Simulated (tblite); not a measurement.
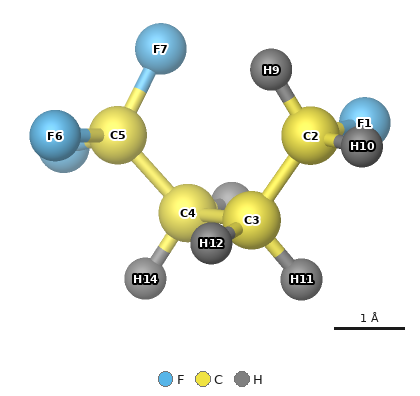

Figure 1. The input geometry (ball-and-stick view, seen at a tilt; atoms are numbered from 1 in the order of the input). Bond lengths as drawn: C–C 1.49 to 1.51 Å, C–F 1.36 to 1.40 Å and C–H 1.10 to 1.13 Å.

## C4H6F4: geometry relaxation

- system: C4H6F4
- method: GFN2-xTB geometry optimisation, gas phase (tblite 0.8.0)

### Output
```
step      E/eV     max force
  0    -831.52001    2.193
  1    -831.73544    1.115
  2    -831.79660    0.680
  3    -831.82937    0.603
  4    -831.84674    0.242
  5    -831.85384    0.247
  6    -831.86328    0.270
  7    -831.86888    0.313
  8    -831.87419    0.227
  9    -831.87868    0.227
 10    -831.88268    0.196
 11    -831.88569    0.165
 12    -831.88826    0.146
 13    -831.89106    0.140
 14    -831.89412    0.154
 15    -831.89665    0.124
 16    -831.89839    0.091
 17    -831.89965    0.087
 18    -831.90079    0.089
 19    -831.90192    0.092
 20    -831.90303    0.086
 21    -831.90418    0.096
 22    -831.90540    0.116
 23    -831.90649    0.082
 24    -831.90730    0.079
 25    -831.90797    0.082
 26    -831.90874    0.080
 27    -831.90975    0.085
 28    -831.91088    0.087
 29    -831.91193    0.080
 30    -831.91290    0.084
 31    -831.91396    0.087
 32    -831.91505    0.090
 33    -831.91593    0.066
 34    -831.91650    0.061
 35    -831.91694    0.060
 36    -831.91738    0.057
 37    -831.91781    0.062
 38    -831.91815    0.049
 39    -831.91843    0.046
 40    -831.91871    0.047
 41    -831.91900    0.044
 42    -831.91929    0.039
 43    -831.91962    0.058
 44    -831.92008    0.076
 45    -831.92070    0.081
 46    -831.92137    0.065
 47    -831.92190    0.054
 48    -831.92224    0.041
 49    -831.92253    0.050
 50    -831.92290    0.054
 51    -831.92323    0.046
 52    -831.92343    0.030
 53    -831.92354    0.023
 54    -831.92363    0.028
 55    -831.92377    0.033
 56    -831.92398    0.049
 57    -831.92427    0.050
 58    -831.92459    0.051
 59    -831.92490    0.049
 60    -831.92514    0.036
 61    -831.92539    0.035
 62    -831.92567    0.035
 63    -831.92597    0.037
 64    -831.92620    0.046
 65    -831.92643    0.047
 66    -831.92669    0.036
 67    -831.92688    0.029
 68    -831.92700    0.024
 69    -831.92706    0.017
 70    -831.92711    0.015
 71    -831.92717    0.023
 72    -831.92726    0.019
 73    -831.92736    0.025
 74    -831.92744    0.025
 75    -831.92750    0.023
 76    -831.92758    0.026
 77    -831.92775    0.034
 78    -831.92802    0.046
 79    -831.92837    0.050
 80    -831.92883    0.057
 81    -831.92945    0.058
 82    -831.93012    0.044
 83    -831.93056    0.037
 84    -831.93035    0.100
 85    -831.93079    0.032
 86    -831.93088    0.028
 87    -831.93110    0.019
 88    -831.93115    0.016
 89    -831.93117    0.012
 90    -831.93118    0.006
```

### Trajectory as extended XYZ (Å, eV, eV/Å), 8 of the 91 frames kept, from step=0 to step=90
```
14
Properties=species:S:1:pos:R:3:forces:R:3 step=0 energy=-831.52001
F     1.4860    1.6587    0.2532   -0.0370   0.1810   0.1230
C     1.4507    0.3503    0.6669    1.0160   0.1860   1.0560
C     0.8429   -0.4571   -0.4275    0.6860  -1.2060  -1.6980
C    -0.5620   -0.0362   -0.7873   -0.1540  -0.3880  -0.9140
C    -1.5638   -0.1441    0.3197   -1.6510   1.3750  -0.1660
F    -1.7799   -1.3693    0.8568    0.5360   1.3700  -0.0610
F    -1.3658    0.8552    1.2689   -0.4390  -1.8060  -0.6060
F    -2.7812    0.2066   -0.2802    0.7450  -0.4040   0.9380
H     0.9058    0.3231    1.6343    0.2420   0.0060  -0.4810
H     2.5275    0.0727    0.8361   -0.7910   0.0510  -0.0370
H     1.4677   -0.2669   -1.3481   -0.4520  -0.2140   0.7060
H     0.8802   -1.5534   -0.2683    0.0650   0.5760   0.3350
H    -0.5258    1.0126   -1.1174   -0.2670  -0.1880   0.1770
H    -0.9830   -0.6527   -1.6293    0.5000   0.4630   0.6290
14
Properties=species:S:1:pos:R:3:forces:R:3 step=13 energy=-831.89106
F     1.5214    1.6882    0.3021   -0.0100   0.0250  -0.0090
C     1.4743    0.3640    0.6584    0.0490   0.0150   0.0400
C     0.8475   -0.4592   -0.4558   -0.0170  -0.0620  -0.0520
C    -0.5648   -0.0052   -0.8284   -0.0940   0.0220  -0.0600
C    -1.6001   -0.0954    0.2764   -0.1250   0.0360   0.0510
F    -1.6755   -1.3176    0.8261    0.1110  -0.0550   0.0330
F    -1.4097    0.7652    1.2852    0.0850  -0.0420   0.0100
F    -2.8326    0.1735   -0.1914    0.0390  -0.0260  -0.1080
H     0.9011    0.2955    1.5863    0.0280   0.0700   0.0280
H     2.5075    0.0509    0.8361    0.0160  -0.0130   0.0140
H     1.4574   -0.3653   -1.3571    0.0260  -0.0010   0.0360
H     0.8569   -1.5044   -0.1476   -0.0930  -0.0390   0.0230
H    -0.5474    1.0311   -1.1653    0.0250   0.1090   0.0370
H    -0.9367   -0.6218   -1.6473   -0.0400  -0.0410  -0.0430
14
Properties=species:S:1:pos:R:3:forces:R:3 step=26 energy=-831.90874
F     1.5411    1.6841    0.2612    0.0220  -0.0310   0.0110
C     1.4733    0.3703    0.6581   -0.0060  -0.0220  -0.0420
C     0.8223   -0.4676   -0.4406   -0.0060   0.0340   0.0360
C    -0.5704    0.0310   -0.8434    0.0440  -0.0010  -0.0060
C    -1.5957   -0.1087    0.2662    0.0570  -0.0410  -0.0290
F    -1.5945   -1.3419    0.8041   -0.0230   0.0130   0.0100
F    -1.4108    0.7441    1.2816   -0.0380  -0.0040   0.0090
F    -2.8402    0.1075   -0.1856   -0.0230  -0.0070  -0.0100
H     0.9198    0.3490    1.6018   -0.0080   0.0160  -0.0690
H     2.5019    0.0365    0.8276    0.0090   0.0170   0.0180
H     1.4645   -0.4267   -1.3232   -0.0600  -0.0180   0.0040
H     0.7623   -1.5037   -0.1015    0.0190   0.0440   0.0050
H    -0.5394    1.0813   -1.1403    0.0430   0.0100   0.0670
H    -0.9349   -0.5556   -1.6881   -0.0290  -0.0110  -0.0050
14
Properties=species:S:1:pos:R:3:forces:R:3 step=39 energy=-831.91843
F     1.6053    1.6712    0.1816    0.0280   0.0100  -0.0350
C     1.4870    0.3788    0.6318    0.0290   0.0180   0.0290
C     0.8156   -0.4824   -0.4311    0.0040   0.0120   0.0010
C    -0.5624    0.0573   -0.8208   -0.0190   0.0000  -0.0030
C    -1.6051   -0.1370    0.2643   -0.0220   0.0060  -0.0030
F    -1.5734   -1.3687    0.8008   -0.0060  -0.0090  -0.0140
F    -1.4778    0.7188    1.2886   -0.0080  -0.0170  -0.0080
F    -2.8470    0.0339   -0.2165   -0.0030   0.0040   0.0110
H     0.9110    0.4226    1.5589   -0.0250   0.0010   0.0200
H     2.5001    0.0265    0.8433    0.0320  -0.0290  -0.0030
H     1.4413   -0.4928   -1.3249    0.0020   0.0200   0.0030
H     0.7359   -1.5031   -0.0549   -0.0090   0.0090  -0.0020
H    -0.5000    1.1270   -1.0315   -0.0040   0.0060   0.0000
H    -0.9313   -0.4526   -1.7119    0.0000  -0.0300   0.0040
14
Properties=species:S:1:pos:R:3:forces:R:3 step=51 energy=-831.92323
F     1.7344    1.6530    0.1157    0.0040   0.0130  -0.0200
C     1.5163    0.3956    0.6238   -0.0140  -0.0140   0.0000
C     0.8097   -0.4665   -0.4151   -0.0280   0.0040  -0.0210
C    -0.5709    0.0716   -0.8023   -0.0240  -0.0040   0.0120
C    -1.6293   -0.1624    0.2609   -0.0030  -0.0100  -0.0040
F    -1.5925   -1.4086    0.7626    0.0040  -0.0030  -0.0060
F    -1.5318    0.6661    1.3105    0.0370  -0.0120  -0.0040
F    -2.8649    0.0054   -0.2366   -0.0040   0.0190   0.0010
H     0.9284    0.5219    1.5356   -0.0370   0.0110   0.0250
H     2.4979   -0.0200    0.8683    0.0200  -0.0050   0.0100
H     1.4235   -0.4881   -1.3165    0.0200  -0.0120  -0.0040
H     0.7225   -1.4836   -0.0307    0.0180   0.0110   0.0060
H    -0.5207    1.1459   -0.9929    0.0010  -0.0130   0.0000
H    -0.9233   -0.4308   -1.7055    0.0040   0.0140   0.0050
14
Properties=species:S:1:pos:R:3:forces:R:3 step=64 energy=-831.92620
F     1.7854    1.6458    0.0796   -0.0020  -0.0460   0.0020
C     1.5109    0.4111    0.6200   -0.0080   0.0060   0.0210
C     0.8087   -0.4619   -0.4137    0.0100   0.0090   0.0040
C    -0.5754    0.0652   -0.8050    0.0050   0.0110   0.0020
C    -1.6269   -0.1785    0.2609   -0.0070   0.0090   0.0010
F    -1.6214   -1.4424    0.7158    0.0040  -0.0020  -0.0030
F    -1.4841    0.6088    1.3376   -0.0070  -0.0240   0.0150
F    -2.8638    0.0485   -0.2078    0.0000   0.0060  -0.0090
H     0.8983    0.5865    1.5079    0.0050   0.0070   0.0070
H     2.4700   -0.0300    0.9111   -0.0100   0.0360  -0.0200
H     1.4309   -0.4864   -1.3099   -0.0190  -0.0240  -0.0080
H     0.7277   -1.4755   -0.0183    0.0030   0.0130  -0.0160
H    -0.5366    1.1409   -0.9881    0.0210   0.0030  -0.0140
H    -0.9244   -0.4326   -1.7120    0.0050  -0.0040   0.0170
14
Properties=species:S:1:pos:R:3:forces:R:3 step=77 energy=-831.92775
F     1.8068    1.6364    0.0407    0.0070   0.0070   0.0080
C     1.5138    0.4220    0.6153    0.0020   0.0140  -0.0090
C     0.8074   -0.4642   -0.4041   -0.0090   0.0000   0.0020
C    -0.5733    0.0707   -0.7972   -0.0080  -0.0050   0.0080
C    -1.6305   -0.1871    0.2599   -0.0030  -0.0070   0.0080
F    -1.6395   -1.4679    0.6687   -0.0210   0.0270  -0.0020
F    -1.4826    0.5576    1.3660    0.0030  -0.0210  -0.0170
F    -2.8632    0.0714   -0.2046    0.0210  -0.0010   0.0080
H     0.8973    0.6318    1.4934    0.0100  -0.0120  -0.0060
H     2.4668   -0.0190    0.9243   -0.0100   0.0090  -0.0140
H     1.4248   -0.5056   -1.3031    0.0010  -0.0060   0.0080
H     0.7220   -1.4726    0.0018   -0.0080   0.0000   0.0040
H    -0.5251    1.1464   -0.9770   -0.0110   0.0030   0.0120
H    -0.9256   -0.4204   -1.7062    0.0250  -0.0060  -0.0110
14
Properties=species:S:1:pos:R:3:forces:R:3 step=90 energy=-831.93118
F     1.8018    1.6536   -0.0329   -0.0040  -0.0010   0.0010
C     1.5299    0.4615    0.5963    0.0030   0.0030   0.0010
C     0.8044   -0.4710   -0.3669    0.0000   0.0040   0.0010
C    -0.5688    0.0657   -0.7842   -0.0020  -0.0020   0.0020
C    -1.6458   -0.2146    0.2451   -0.0010   0.0020   0.0000
F    -1.7559   -1.5250    0.5213    0.0020  -0.0020  -0.0010
F    -1.4408    0.3977    1.4209    0.0030   0.0010   0.0020
F    -2.8526    0.1858   -0.1832   -0.0050   0.0000  -0.0030
H     0.9336    0.7014    1.4804    0.0020   0.0000  -0.0060
H     2.4933    0.0393    0.8975    0.0000  -0.0030   0.0020
H     1.4181   -0.5778   -1.2628    0.0000  -0.0020   0.0040
H     0.7025   -1.4519    0.0991   -0.0010   0.0040  -0.0030
H    -0.5231    1.1452   -0.9428    0.0020  -0.0060   0.0000
H    -0.8971   -0.4105   -1.7098    0.0000   0.0030   0.0010
```

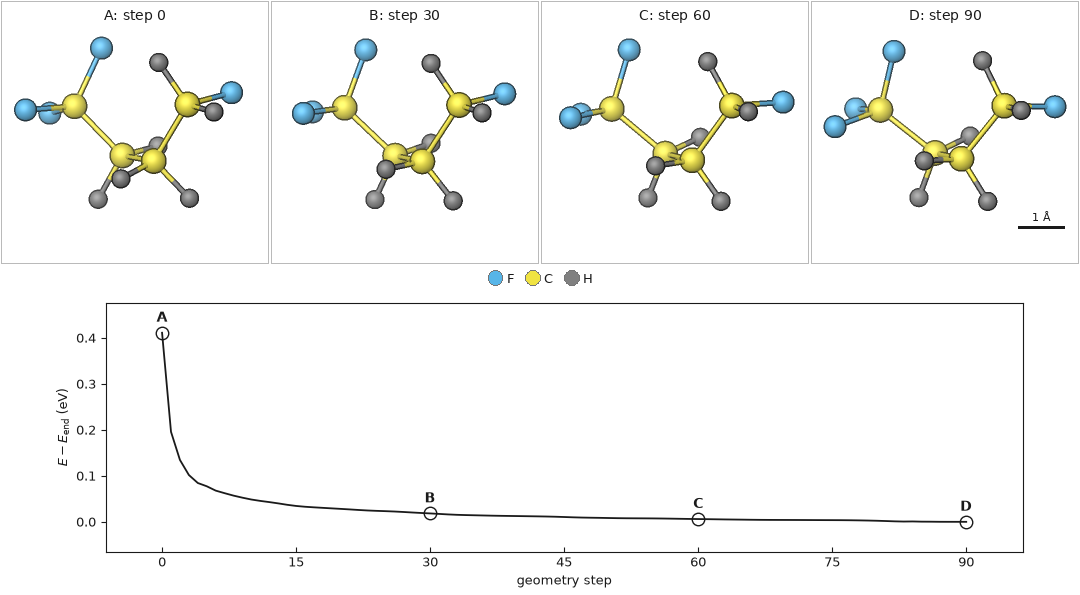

Figure 2. Frames of the relaxation (ball-and-stick view, seen at a tilt) above the curves, on which the letters mark them (steps are counted from 0).

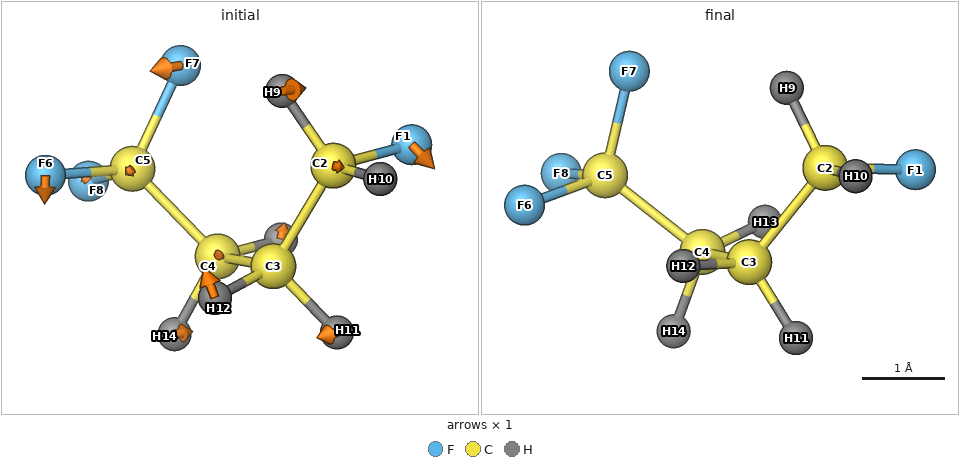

Figure 3. Before (left) and after (right) the relaxation, at one scale (ball-and-stick view, seen at a tilt). The orange arrows give the displacements, at true length. Over 90 geometry steps the energy falls by 0.411 eV. Largest force component: 1.8 eV/Å at the start, 0.006 eV/Å at the end. F7 moves most after the best rigid fit: 0.49 Å. Largest moves by element: F 0.49 Å, H 0.42 Å, C 0.16 Å. Distances before and after: C5–F8 1.402 → 1.342 Å, C5–F7 1.392 → 1.341 Å, C3–H11 1.129 → 1.091 Å, C2–C3 1.490 → 1.524 Å. Among the angles that change: F6–C5–F7 113.7° → 106.1°, C4–C5–F8 104.3° → 111.5°, C2–C3–H12 114.6° → 108.9°. (Atoms are counted from 1 in the order of the input.)

This output came from the following input.

### The input
```
{"job": {"kind": "relax", "xc": "GFN2-xTB", "basis": "xTB"}, "charge": 0, "multiplicity": 1}
F      1.486000     1.658700     0.253200
C      1.450700     0.350300     0.666900
C      0.842900    -0.457100    -0.427500
C     -0.562000    -0.036200    -0.787300
C     -1.563800    -0.144100     0.319700
F     -1.779900    -1.369300     0.856800
F     -1.365800     0.855200     1.268900
F     -2.781200     0.206600    -0.280200
H      0.905800     0.323100     1.634300
H      2.527500     0.072700     0.836100
H      1.467700    -0.266900    -1.348100
H      0.880200    -1.553400    -0.268300
H     -0.525800     1.012600    -1.117400
H     -0.983000    -0.652700    -1.629300
```

The first line tells a small driver script what to run in tblite; the rest is the geometry in Å.

Launch command:
```bash
OMP_NUM_THREADS=1 python <driver script> task.json out
```

### Summary

- outcome: converged
- total energy: −831.9312 eV
- hardware: 1 CPU thread, shared host
- wall time: 0.72 s
- peak memory: 0.18 GiB
